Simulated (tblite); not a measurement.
Run report: C4H11BSi2, geometry relaxation (part 1 of 4)

System: C4H11BSi2.
Method: GFN2-xTB geometry optimisation, gas phase (tblite 0.8.0).

It belongs to a series of runs on one base structure; here: H on C replaced by BH2.

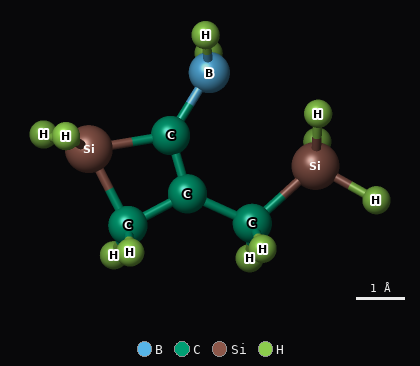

The starting structure (ball-and-stick view, seen at a tilt).

Input
```
{"job": {"kind": "relax", "xc": "GFN2-xTB", "basis": "xTB"}, "charge": 0, "multiplicity": 1}
B      0.385200     1.563400     1.189400
C      0.766400     0.557800     0.021300
C      0.132900    -0.446400    -0.480100
C     -1.256800    -0.995100    -0.167700
Si    -2.127500    -0.106300     1.190200
C      1.078200    -0.909800    -1.489400
Si     2.233600     0.406900    -0.991200
H      0.431900     2.701100     0.900800
H      0.786800     1.258900     2.270400
H     -1.833300    -0.890200    -1.102600
H     -1.170900    -2.080200     0.079700
H     -3.556600    -0.535800     1.139900
H     -1.681200    -0.469700     2.553500
H     -2.156900     1.352400     1.034400
H      0.645700    -0.830100    -2.516500
H      1.426100    -1.945200    -1.236300
H      2.405900     1.378400    -2.077100
H      3.481800    -0.003700    -0.330400
```

The first line tells a small driver script what to run in tblite; the rest is the geometry in Å.

Hardware: 1 CPU thread, shared host.

Command:
```bash
OMP_NUM_THREADS=1 python <driver script> task.json out
```

The program's output
```
step      E/eV     max force
  0    -510.52369    6.782
  1    -511.02782    3.493
  2    -511.20650    1.144
  3    -511.27458    0.834
  4    -511.36667    0.745
  5    -511.40134    0.492
  6    -511.41717    0.290
  7    -511.42602    0.234
  8    -511.43247    0.264
  9    -511.43809    0.208
 10    -511.44302    0.178
 11    -511.44617    0.131
 12    -511.44835    0.148
 13    -511.44994    0.122
 14    -511.45104    0.066
 15    -511.45195    0.083
 16    -511.45290    0.091
 17    -511.45392    0.101
 18    -511.45484    0.093
 19    -511.45549    0.059
 20    -511.45594    0.045
 21    -511.45634    0.049
 22    -511.45673    0.060
 23    -511.45709    0.045
 24    -511.45742    0.051
 25    -511.45779    0.049
 26    -511.45827    0.066
 27    -511.45882    0.071
 28    -511.45925    0.051
 29    -511.45950    0.032
 30    -511.45965    0.028
 31    -511.45980    0.031
 32    -511.45996    0.037
 33    -511.46010    0.032
 34    -511.46023    0.024
 35    -511.46036    0.026
 36    -511.46052    0.033
 37    -511.46071    0.038
 38    -511.46089    0.042
 39    -511.46103    0.031
 40    -511.46115    0.025
 41    -511.46125    0.030
 42    -511.46135    0.028
 43    -511.46143    0.022
 44    -511.46148    0.017
 45    -511.46153    0.018
 46    -511.46158    0.018
 47    -511.46163    0.021
 48    -511.46167    0.015
 49    -511.46172    0.018
 50    -511.46178    0.020
 51    -511.46185    0.023
 52    -511.46194    0.026
 53    -511.46201    0.023
 54    -511.46207    0.020
 55    -511.46215    0.020
 56    -511.46224    0.029
 57    -511.46235    0.033
 58    -511.46244    0.024
 59    -511.46251    0.019
 60    -511.46257    0.019
 61    -511.46264    0.020
 62    -511.46270    0.021
 63    -511.46277    0.019
 64    -511.46284    0.020
 65    -511.46291    0.024
 66    -511.46297    0.019
 67    -511.46303    0.020
 68    -511.46308    0.020
 69    -511.46314    0.021
 70    -511.46321    0.025
 71    -511.46330    0.026
 72    -511.46340    0.028
 73    -511.46351    0.035
 74    -511.46364    0.035
 75    -511.46374    0.026
 76    -511.46383    0.024
 77    -511.46391    0.024
 78    -511.46399    0.021
 79    -511.46409    0.026
 80    -511.46420    0.028
 81    -511.46431    0.024
 82    -511.46440    0.020
 83    -511.46448    0.021
 84    -511.46457    0.027
 85    -511.46468    0.029
 86    -511.46483    0.035
 87    -511.46494    0.030
 88    -511.46498    0.034
 89    -511.46505    0.021
 90    -511.46511    0.013
 91    -511.46518    0.018
 92    -511.46525    0.018
 93    -511.46531    0.015
 94    -511.46536    0.015
 95    -511.46543    0.022
 96    -511.46555    0.033
 97    -511.46572    0.037
 98    -511.46587    0.026
 99    -511.46596    0.018
100    -511.46601    0.018
101    -511.46607    0.017
102    -511.46616    0.020
103    -511.46625    0.018
104    -511.46632    0.032
105    -511.46639    0.015
106    -511.46645    0.017
107    -511.46663    0.020
108    -511.46686    0.028
109    -511.46710    0.074
110    -511.46540    0.170
111    -511.46744    0.058
112    -511.46764    0.051
113    -511.46508    0.249
114    -511.46815    0.039
115    -511.46849    0.031
116    -511.46648    0.234
117    -511.46904    0.022
118    -511.46941    0.022
119    -511.46646    0.247
120    -511.46983    0.022
121    -511.47009    0.022
122    -511.46960    0.147
123    -511.47053    0.029
124    -511.47071    0.036
125    -511.47092    0.095
126    -511.47122    0.051
127    -511.47149    0.038
128    -511.47294    0.045
129    -511.47177    0.205
130    -511.47472    0.049
131    -511.47571    0.051
132    -511.47425    0.267
133    -511.47737    0.059
134    -511.47848    0.073
135    -511.47917    0.318
136    -511.48218    0.102
137    -511.48401    0.114
138    -511.48546    0.366
139    -511.48950    0.100
140    -511.49134    0.100
141    -511.49144    0.403
142    -511.49694    0.081
143    -511.49946    0.078
144    -511.50450    0.277
145    -511.50835    0.106
146    -511.51050    0.139
147    -511.51421    0.227
148    -511.51793    0.162
149    -511.52202    0.109
150    -511.52466    0.095
151    -511.52572    0.074
152    -511.52686    0.067
153    -511.52757    0.172
154    -511.52940    0.108
155    -511.53030    0.056
156    -511.53105    0.058
157    -511.53186    0.055
158    -511.53260    0.046
159    -511.53318    0.047
160    -511.53405    0.058
161    -511.53475    0.084
162    -511.53526    0.050
163    -511.53554    0.040
164    -511.53570    0.026
165    -511.53583    0.022
166    -511.53594    0.030
167    -511.53604    0.036
168    -511.53616    0.034
169    -511.53630    0.034
170    -511.53648    0.029
171    -511.53669    0.041
172    -511.53696    0.044
173    -511.53730    0.051
174    -511.53776    0.050
175    -511.53830    0.048
176    -511.53887    0.041
177    -511.53934    0.039
178    -511.53981    0.059
179    -511.54038    0.070
180    -511.54142    0.078
181    -511.54421    0.150
182    -511.54567    0.182
183    -511.54881    0.182
184    -511.55300    0.169
185    -511.55737    0.161
186    -511.55978    0.225
187    -511.55302    0.541
188    -511.56293    0.098
189    -511.56381    0.078
190    -511.56525    0.103
191    -511.57002    0.176
192    -511.57382    0.193
193    -511.57828    0.158
194    -511.57975    0.138
195    -511.58134    0.078
196    -511.58225    0.084
197    -511.58376    0.112
198    -511.58473    0.119
199    -511.58648    0.093
200    -511.58764    0.062
201    -511.58838    0.058
202    -511.58910    0.077
203    -511.58986    0.076
204    -511.59096    0.081
205    -511.59186    0.083
206    -511.59292    0.064
207    -511.59441    0.076
208    -511.59556    0.080
209    -511.59685    0.081
210    -511.59778    0.083
211    -511.59814    0.145
212    -511.59947    0.079
213    -511.60113    0.076
214    -511.60575    0.107
215    -511.60477    0.341
216    -511.60938    0.138
217    -511.61125    0.060
218    -511.61364    0.135
219    -511.61520    0.105
220    -511.61768    0.084
221    -511.61895    0.084
222    -511.62055    0.071
223    -511.62130    0.055
224    -511.62216    0.056
225    -511.62264    0.045
226    -511.62334    0.074
227    -511.62384    0.063
228    -511.62455    0.060
229    -511.62531    0.044
230    -511.62556    0.031
231    -511.62577    0.036
232    -511.62598    0.047
233    -511.62619    0.034
234    -511.62650    0.034
235    -511.62677    0.038
236    -511.62715    0.060
237    -511.62753    0.061
238    -511.62784    0.040
239    -511.62803    0.029
240    -511.62817    0.024
241    -511.62830    0.020
242    -511.62841    0.018
243    -511.62848    0.019
244    -511.62856    0.029
245    -511.62868    0.028
246    -511.62889    0.029
247    -511.62916    0.023
248    -511.62938    0.025
249    -511.62953    0.028
250    -511.62969    0.030
251    -511.62991    0.034
252    -511.63026    0.050
253    -511.63072    0.054
254    -511.63121    0.050
255    -511.63167    0.055
256    -511.63225    0.059
257    -511.63281    0.073
258    -511.63331    0.053
259    -511.63366    0.037
260    -511.63399    0.038
261    -511.63414    0.047
262    -511.63434    0.046
263    -511.63452    0.036
264    -511.63467    0.017
265    -511.63475    0.014
266    -511.63481    0.016
267    -511.63486    0.012
268    -511.63489    0.010
269    -511.63492    0.013
270    -511.63495    0.012
271    -511.63497    0.014
272    -511.63500    0.013
273    -511.63503    0.012
274    -511.63505    0.010
275    -511.63506    0.009
```

Trajectory as extended XYZ (Å, eV, eV/Å), 45 of the 276 frames kept, from step=0 to step=275
```
18
Properties=species:S:1:pos:R:3:forces:R:3 step=0 energy=-510.52369
B     0.3852    1.5634    1.1894    1.8940  -0.4360  -0.5500
C     0.7664    0.5578    0.0213   -1.8210   4.3220   4.8990
C     0.1329   -0.4464   -0.4801   -2.7610  -2.1720  -0.1910
C    -1.2568   -0.9951   -0.1677    1.4670  -0.5030  -1.1720
Si   -2.1275   -0.1063    1.1902   -1.2450   0.4080   1.3170
C     1.0782   -0.9098   -1.4894   -0.6120  -3.5590  -2.2860
Si    2.2336    0.4069   -0.9912    3.5700   1.4530  -1.0680
H     0.4319    2.7011    0.9008   -0.5120   0.0000   0.1250
H     0.7868    1.2589    2.2704   -0.6190   0.1020  -0.2220
H    -1.8333   -0.8902   -1.1026    0.0790  -0.3180   0.2210
H    -1.1709   -2.0802    0.0797   -0.0450   0.6110  -0.3890
H    -3.5566   -0.5358    1.1399    0.2930   0.0740  -0.0250
H    -1.6812   -0.4697    2.5535    0.0590   0.0540  -0.2930
H    -2.1569    1.3524    1.0344    0.1420   0.0070  -0.0270
H     0.6457   -0.8301   -2.5165    0.4570  -0.6420   0.5130
H     1.4261   -1.9452   -1.2363   -0.3810   0.4420  -0.8520
H     2.4059    1.3784   -2.0771    0.1490   0.0690   0.1140
H     3.4818   -0.0037   -0.3304   -0.1150   0.0870  -0.1120
18
Properties=species:S:1:pos:R:3:forces:R:3 step=6 energy=-511.41717
B     0.5599    1.6193    1.2074   -0.1380  -0.0250   0.0080
C     0.7082    0.6107    0.1014    0.2770  -0.0300  -0.0810
C     0.1113   -0.4539   -0.4564    0.0100   0.0810   0.0080
C    -1.2481   -0.9861   -0.1793   -0.0330  -0.0670  -0.0480
Si   -2.1826   -0.0980    1.2254   -0.0030  -0.0350  -0.0570
C     1.0662   -0.9801   -1.5121   -0.0530  -0.0710  -0.0040
Si    2.2546    0.4358   -1.0038    0.1580  -0.0630  -0.1580
H     0.3705    2.7394    0.9242    0.0460   0.0920   0.1300
H     0.7288    1.2708    2.3123    0.0260   0.1640   0.0920
H    -1.8370   -0.9325   -1.1012   -0.0240   0.0420  -0.0380
H    -1.1668   -2.0561    0.0357    0.0260  -0.0380   0.0430
H    -3.5740   -0.5435    1.1376   -0.1110  -0.0350   0.0170
H    -1.6650   -0.4700    2.5438    0.0210  -0.0050  -0.0450
H    -2.1450    1.3530    1.0347   -0.0060  -0.0250   0.0180
H     0.6670   -0.9295   -2.5275   -0.0380  -0.0790   0.0650
H     1.3992   -2.0035   -1.3347   -0.0770  -0.0060  -0.0160
H     2.4437    1.4196   -2.0838    0.0830  -0.0570   0.2140
H     3.5003    0.0109   -0.3353   -0.1630   0.1560  -0.1480
18
Properties=species:S:1:pos:R:3:forces:R:3 step=12 energy=-511.44835
B     0.5548    1.6250    1.2134    0.0280  -0.0180  -0.0260
C     0.7430    0.6104    0.1048   -0.0050   0.0200  -0.0040
C     0.1183   -0.4419   -0.4523   -0.0750  -0.0780  -0.0040
C    -1.2448   -0.9851   -0.1860   -0.0300   0.0160   0.0280
Si   -2.1987   -0.1105    1.2148    0.0390   0.0070  -0.0230
C     1.0540   -0.9964   -1.5146   -0.0380  -0.0280  -0.0230
Si    2.2586    0.4092   -1.0364    0.0820   0.1050   0.0640
H     0.3755    2.7557    0.9610    0.0010   0.0200  -0.0370
H     0.7243    1.3175    2.3312    0.0000  -0.0050   0.0440
H    -1.8355   -0.9299   -1.1093    0.0730   0.0080   0.0020
H    -1.1570   -2.0559    0.0354    0.0280   0.0470  -0.0220
H    -3.5962   -0.5513    1.1427   -0.0210  -0.0200  -0.0010
H    -1.6587   -0.4734    2.5260   -0.0050  -0.0330  -0.0180
H    -2.1470    1.3427    1.0385   -0.0310  -0.0260  -0.0070
H     0.6462   -0.9603   -2.5256   -0.0780  -0.0070   0.0130
H     1.3750   -2.0241   -1.3388   -0.0490   0.0110   0.0650
H     2.4782    1.4343   -2.0559    0.0250   0.0030  -0.0070
H     3.5011    0.0403   -0.3605    0.0560  -0.0210  -0.0430
18
Properties=species:S:1:pos:R:3:forces:R:3 step=19 energy=-511.45549
B     0.5628    1.6287    1.2165    0.0080   0.0310   0.0110
C     0.7500    0.6138    0.1087    0.0080   0.0240   0.0530
C     0.1178   -0.4349   -0.4460   -0.0190  -0.0010   0.0290
C    -1.2439   -0.9811   -0.1872    0.0030   0.0290   0.0070
Si   -2.2068   -0.1164    1.2112    0.0170  -0.0100  -0.0230
C     1.0445   -0.9918   -1.5096   -0.0300  -0.0280   0.0090
Si    2.2657    0.4133   -1.0333   -0.0040  -0.0310  -0.0260
H     0.3823    2.7576    0.9519    0.0100   0.0110  -0.0090
H     0.7223    1.3297    2.3401    0.0000  -0.0010  -0.0080
H    -1.8151   -0.9242   -1.1217    0.0000  -0.0100   0.0210
H    -1.1468   -2.0514    0.0310   -0.0050   0.0350  -0.0220
H    -3.6035   -0.5626    1.1430   -0.0070  -0.0190  -0.0060
H    -1.6579   -0.4934    2.5148   -0.0100  -0.0100  -0.0100
H    -2.1642    1.3365    1.0346   -0.0200  -0.0190   0.0060
H     0.6111   -0.9728   -2.5109    0.0260   0.0300  -0.0090
H     1.3479   -2.0209   -1.3147    0.0370  -0.0060   0.0110
H     2.4991    1.4390   -2.0491   -0.0140   0.0090  -0.0200
H     3.5260    0.0373   -0.3910    0.0000  -0.0330  -0.0130
18
Properties=species:S:1:pos:R:3:forces:R:3 step=25 energy=-511.45779
B     0.5701    1.6387    1.2198    0.0130   0.0050   0.0000
C     0.7602    0.6166    0.1178   -0.0260   0.0210   0.0120
C     0.1191   -0.4280   -0.4356    0.0170   0.0010  -0.0200
C    -1.2438   -0.9724   -0.1867    0.0190  -0.0060  -0.0100
Si   -2.2137   -0.1219    1.2092   -0.0160  -0.0020   0.0070
C     1.0388   -0.9923   -1.5009    0.0450   0.0150  -0.0100
Si    2.2672    0.4088   -1.0375   -0.0080  -0.0050   0.0070
H     0.3903    2.7666    0.9438    0.0210  -0.0290   0.0260
H     0.7219    1.3360    2.3445   -0.0090   0.0420  -0.0240
H    -1.8096   -0.9201   -1.1237   -0.0070   0.0330  -0.0070
H    -1.1439   -2.0424    0.0243   -0.0020  -0.0210   0.0150
H    -3.6067   -0.5767    1.1393   -0.0220  -0.0240  -0.0070
H    -1.6619   -0.5066    2.5077   -0.0020  -0.0030   0.0210
H    -2.1811    1.3297    1.0353   -0.0130   0.0170   0.0110
H     0.6071   -0.9677   -2.5029    0.0080  -0.0210   0.0130
H     1.3485   -2.0193   -1.3021   -0.0100   0.0000  -0.0190
H     2.4973    1.4377   -2.0513   -0.0190   0.0010  -0.0150
H     3.5315    0.0197   -0.4126    0.0120  -0.0250   0.0010
18
Properties=species:S:1:pos:R:3:forces:R:3 step=31 energy=-511.45980
B     0.5796    1.6479    1.2205   -0.0060  -0.0020  -0.0020
C     0.7657    0.6215    0.1226    0.0100  -0.0150  -0.0230
C     0.1241   -0.4234   -0.4308    0.0090   0.0000   0.0010
C    -1.2406   -0.9655   -0.1868   -0.0090   0.0010   0.0070
Si   -2.2244   -0.1290    1.2091   -0.0140   0.0010   0.0210
C     1.0431   -0.9915   -1.4950   -0.0010   0.0030  -0.0050
Si    2.2713    0.4081   -1.0372   -0.0010  -0.0030   0.0000
H     0.4072    2.7747    0.9447    0.0120   0.0230  -0.0160
H     0.7201    1.3572    2.3476    0.0060  -0.0090   0.0170
H    -1.8048   -0.9032   -1.1246    0.0060   0.0060  -0.0060
H    -1.1432   -2.0371    0.0204   -0.0080  -0.0050  -0.0120
H    -3.6148   -0.6001    1.1320    0.0310  -0.0020  -0.0050
H    -1.6698   -0.5178    2.5069   -0.0170   0.0110   0.0010
H    -2.2047    1.3253    1.0428   -0.0140  -0.0140   0.0140
H     0.6091   -0.9694   -2.4953   -0.0020  -0.0080  -0.0090
H     1.3493   -2.0196   -1.2977   -0.0020   0.0020   0.0030
H     2.4856    1.4349   -2.0580    0.0010  -0.0080   0.0120
H     3.5384   -0.0067   -0.4329    0.0000   0.0170   0.0040
18
Properties=species:S:1:pos:R:3:forces:R:3 step=38 energy=-511.46089
B     0.5874    1.6549    1.2182    0.0060  -0.0180  -0.0140
C     0.7706    0.6222    0.1241    0.0110  -0.0040  -0.0160
C     0.1278   -0.4228   -0.4284   -0.0180   0.0100   0.0080
C    -1.2396   -0.9595   -0.1865   -0.0050   0.0000  -0.0040
Si   -2.2291   -0.1347    1.2147    0.0110  -0.0110  -0.0180
C     1.0442   -0.9933   -1.4950   -0.0280  -0.0080   0.0300
Si    2.2735    0.4037   -1.0381    0.0080   0.0180   0.0020
H     0.4301    2.7838    0.9355    0.0090  -0.0150  -0.0040
H     0.7200    1.3662    2.3479   -0.0020   0.0010  -0.0060
H    -1.7997   -0.8856   -1.1264   -0.0130   0.0120   0.0110
H    -1.1497   -2.0346    0.0078    0.0000   0.0110  -0.0010
H    -3.6104   -0.6235    1.1225   -0.0100  -0.0110   0.0020
H    -1.6852   -0.5179    2.5179    0.0030  -0.0020  -0.0010
H    -2.2311    1.3201    1.0595    0.0020   0.0020   0.0010
H     0.6086   -0.9755   -2.4954    0.0060   0.0030   0.0170
H     1.3483   -2.0208   -1.2927    0.0060  -0.0090  -0.0060
H     2.4815    1.4313   -2.0572    0.0090   0.0110  -0.0120
H     3.5441   -0.0076   -0.4401    0.0030   0.0090   0.0110
```
